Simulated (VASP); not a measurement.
```yaml
crystal:
  lattice:
    - [4.44918, 0.00000, 0.00000]
    - [0.00000, 4.44918, 0.00000]
    - [0.00000, 0.00000, 2.93137]
  atoms:
    - { symbol: Mn, position: [0.00000, 0.00000, 0.00000], spin: 3.0 }
    - { symbol: Mn, position: [0.50000, 0.50000, 0.50000], spin: -3.0 }
    - { symbol: O, position: [0.30574, 0.30574, 0.00000] }
    - { symbol: O, position: [0.80574, 0.19426, 0.50000] }
    - { symbol: O, position: [0.19426, 0.80574, 0.50000] }
    - { symbol: O, position: [0.69426, 0.69426, 0.00000] }
```

Method: PBE GGA + U (Dudarev), VASP's PBE PAW potentials (set 64) (plane waves; VASP). Run with 520 eV cut-off, 6×6×8 Γ-centred mesh, tetrahedra with Blöchl corrections, potentials Mn_pv O, U − J: Mn 3.90 eV.

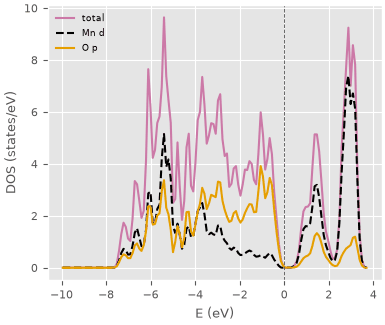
*Total and projected density of states, zero at the valence-band maximum*

Within 2 eV below the valence-band maximum the largest weight inside VASP's projection spheres is O p.

The gap is direct, 0.20 eV, from the valence maximum at Γ to the conduction minimum at Γ.

The compound is MnO2 in the rutile structure. It was relaxed first.
